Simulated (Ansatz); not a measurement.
The figure comes from a scan of Ca (fcc, Cu type): a phonon pattern at L = (0.5, 0.0, 0.0) is frozen into a 2-atom cell, Q being the largest atomic displacement. Calculation: r2SCAN (plane waves to 500 eV, PAW, scalar-relativistic; Ansatz, a quantum-chemistry and plane-wave program). k mesh 7×14×14 (Γ-centred), Fermi-Dirac smearing 0.05 eV. With partly filled bands, energies and forces of such displacements shift with the k mesh and the smearing. Ca was relaxed with its symmetry unable to fall. 

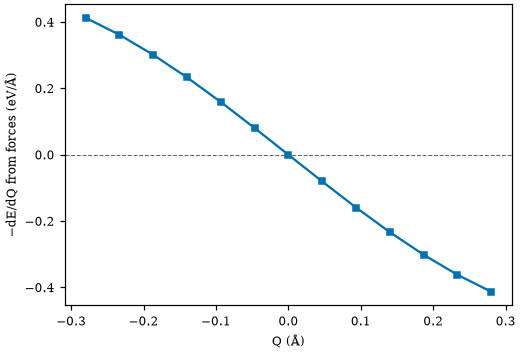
Figure: −dE/dQ from forces (eV/Å) against Q (Å); computed points joined by lines.

Read the plotted values off the figure, to the accuracy that the plot allows.

To the nearest 0.02:

| Q (Å) | −dE/dQ from forces (eV/Å) |
|---|---|
| -0.280 | 0.42 |
| -0.233 | 0.36 |
| -0.187 | 0.30 |
| -0.140 | 0.24 |
| -0.093 | 0.16 |
| -0.047 | 0.08 |
| 0.000 | 0.00 |
| 0.047 | -0.08 |
| 0.093 | -0.16 |
| 0.140 | -0.24 |
| 0.187 | -0.30 |
| 0.233 | -0.36 |
| 0.280 | -0.42 |

(For displaced atoms, the force is minus the slope of the energy, and its curvature is a force constant, which sets phonon frequencies.)
